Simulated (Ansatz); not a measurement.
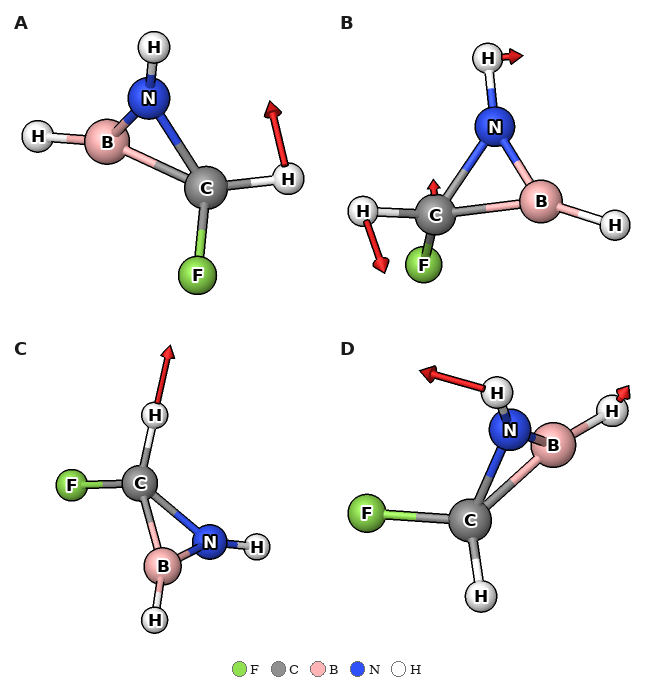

4 normal modes of one molecule or complex, as arrows. Harmonic vibrations computed with RKS PBE0-D4/def2-TZVP (Ansatz 0.2.0) at a stationary point of the same level.

Question: Match the panels to the wavenumbers 466 cm⁻¹, 1060 cm⁻¹, 1344 cm⁻¹, 3145 cm⁻¹.

Answer: A: 1344 cm⁻¹, angle bending
B: 1060 cm⁻¹
C: 3145 cm⁻¹, C–H stretching
D: 466 cm⁻¹
